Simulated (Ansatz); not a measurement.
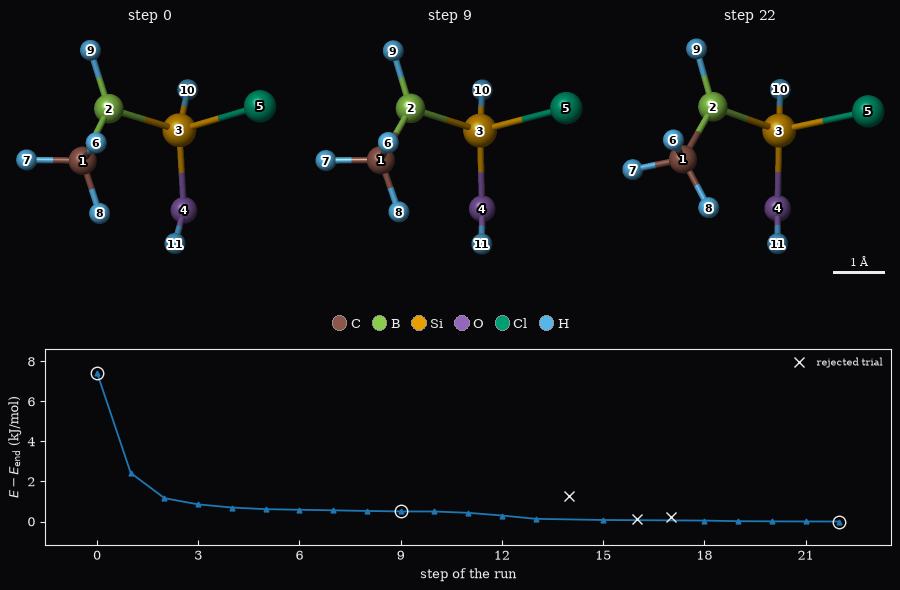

Frames of a relaxation of CH6BClOSi, marked on the history of the run. The picture is a ball-and-stick view, seen from a free direction.

The start comes from PBE-D4/def2-SVP.

Level of theory: RKS PBE0-D4/def2-TZVP (Ansatz). Set-up: force threshold 0.005 eV/Å; at most 150 steps.

What happens along the run?

The energy falls by 7.44 kJ/mol in 19 accepted moves (22 points after the start). Largest force component: 1 eV/Å at the start, 0.0045 eV/Å at the end. The line search rejected the trial steps at points 14, 16, 17 of the run. H6 moves most after the best rigid fit: 0.46 Å. Largest moves by element: H 0.46 Å, Cl 0.31 Å, B 0.14 Å, O 0.13 Å, C 0.05 Å, Si 0.04 Å. Near-neighbour distances that change, for instance: Si3–Cl5 2.125 → 2.083 Å, Si3–O4 1.681 → 1.643 Å, C1–H6 1.114 → 1.092 Å, B2–H9 1.221 → 1.200 Å. Bond angles that change, for instance: B2–Si3–Cl5 93.5° → 99.3°, B2–C1–H6 108.7° → 114.2°, B2–C1–H7 108.7° → 103.3°. Groups turn about C1–B2 by about 25°. Cost: 90 s on 4 threads of Arm Neoverse V1 (shared host). From step 0 to 9: Cl5 moves most (0.22 Å), energy −6.94 kJ/mol. From step 9 to 22: H7 moves most (0.35 Å), energy −0.50 kJ/mol.

```json
{"step": "0", "E − E(0), kJ/mol": "0.00", "largest force component, eV/Å": "0.9983", "note": ""}
{"step": "1", "E − E(0), kJ/mol": "-5.02", "largest force component, eV/Å": "0.6499", "note": ""}
{"step": "2", "E − E(0), kJ/mol": "-6.28", "largest force component, eV/Å": "0.1347", "note": ""}
{"step": "3", "E − E(0), kJ/mol": "-6.59", "largest force component, eV/Å": "0.1189", "note": ""}
{"step": "4", "E − E(0), kJ/mol": "-6.75", "largest force component, eV/Å": "0.1045", "note": ""}
{"step": "5", "E − E(0), kJ/mol": "-6.83", "largest force component, eV/Å": "0.0536", "note": ""}
{"step": "6", "E − E(0), kJ/mol": "-6.86", "largest force component, eV/Å": "0.0260", "note": ""}
{"step": "7", "E − E(0), kJ/mol": "-6.89", "largest force component, eV/Å": "0.0217", "note": ""}
{"step": "8", "E − E(0), kJ/mol": "-6.92", "largest force component, eV/Å": "0.0377", "note": ""}
{"step": "9", "E − E(0), kJ/mol": "-6.94", "largest force component, eV/Å": "0.0441", "note": ""}
{"step": "10", "E − E(0), kJ/mol": "-6.94", "largest force component, eV/Å": "0.1353", "note": ""}
{"step": "11", "E − E(0), kJ/mol": "-7.01", "largest force component, eV/Å": "0.0990", "note": ""}
{"step": "12", "E − E(0), kJ/mol": "-7.15", "largest force component, eV/Å": "0.0957", "note": ""}
{"step": "13", "E − E(0), kJ/mol": "-7.31", "largest force component, eV/Å": "0.0305", "note": ""}
{"step": "14", "E − E(0), kJ/mol": "-6.14", "largest force component, eV/Å": "0.5043", "note": "rejected"}
{"step": "15", "E − E(0), kJ/mol": "-7.37", "largest force component, eV/Å": "0.0250", "note": ""}
{"step": "16", "E − E(0), kJ/mol": "-7.32", "largest force component, eV/Å": "0.1477", "note": "rejected"}
{"step": "17", "E − E(0), kJ/mol": "-7.20", "largest force component, eV/Å": "0.1368", "note": "rejected"}
{"step": "18", "E − E(0), kJ/mol": "-7.40", "largest force component, eV/Å": "0.0152", "note": ""}
{"step": "19", "E − E(0), kJ/mol": "-7.43", "largest force component, eV/Å": "0.0250", "note": ""}
{"step": "20", "E − E(0), kJ/mol": "-7.44", "largest force component, eV/Å": "0.0239", "note": ""}
{"step": "21", "E − E(0), kJ/mol": "-7.44", "largest force component, eV/Å": "0.0119", "note": ""}
{"step": "22", "E − E(0), kJ/mol": "-7.44", "largest force component, eV/Å": "0.0045", "note": ""}
```
